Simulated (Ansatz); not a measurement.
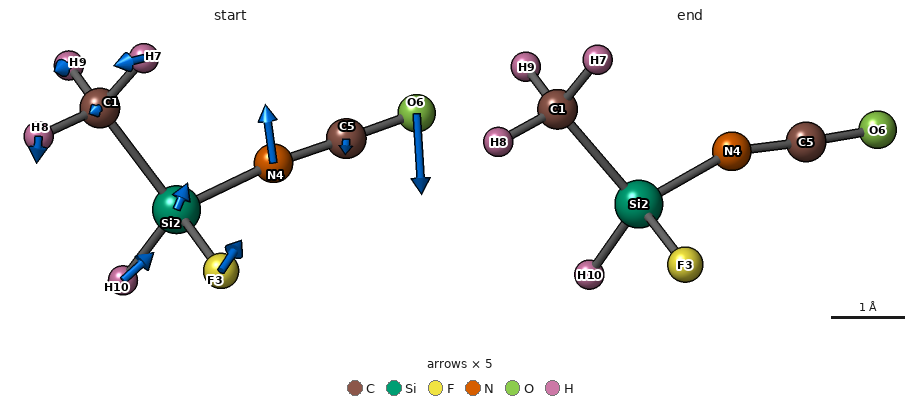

The structure of C₂H₄FNOSi before (left) and after (right) a relaxation, at one scale. The blue arrows give the displacements, 5 times their true length.

The picture is a ball-and-stick view, seen at a tilt.

The start comes from PBE-D4/def2-SVP.

Method: RKS PBE0-D4/def2-TZVP in Ansatz.

Input file:
```yaml
crystal:
  periodic: [false, false, false]
  atoms:
    - {symbol: C, position_ang: [-1.304335, -0.692322, 0.575479]}
    - {symbol: Si, position_ang: [0.258873, -0.619472, -0.431331]}
    - {symbol: F, position_ang: [1.348418, -1.677003, 0.182171]}
    - {symbol: N, position_ang: [0.946494, 0.959998, -0.324938]}
    - {symbol: C, position_ang: [1.545912, 2.009689, -0.269631]}
    - {symbol: O, position_ang: [2.113137, 3.043918, -0.212963]}
    - {symbol: H, position_ang: [-1.097096, -0.423719, 1.630671]}
    - {symbol: H, position_ang: [-1.740554, -1.711361, 0.552176]}
    - {symbol: H, position_ang: [-2.057441, 0.017526, 0.177612]}
    - {symbol: H, position_ang: [0.069793, -0.958354, -1.876146]}
basis:
  gaussian: {orbitals: def2-TZVP}
hamiltonian: {xc: pbe0, dispersion: d4}
relax: {f_tol: 0.005, max_steps: 150}
```

### Describe what moved and what it gained.

The largest move after the best rigid fit is that of O6, 0.23 Å. Largest moves by element: O 0.23 Å, N 0.17 Å, F 0.13 Å, H 0.12 Å, Si 0.08 Å, C 0.05 Å. Some distances before and after: Si2–F3 1.638 → 1.595 Å, Si2–N4 1.726 → 1.704 Å, C1–Si2 1.861 → 1.842 Å, C5–O6 1.181 → 1.163 Å. Among the angles between lasting bonds that change: Si2–N4–C5 173.7° → 160.7°. After 17 accepted moves (20 points after the start) the energy has fallen by 9.15 kJ/mol. Largest force component: 1.5 eV/Å at the start, 0.0036 eV/Å at the end. The line search rejected the trial steps at points 8, 10, 12 of the run. The run took roughly 5 core-minutes on a shared host.
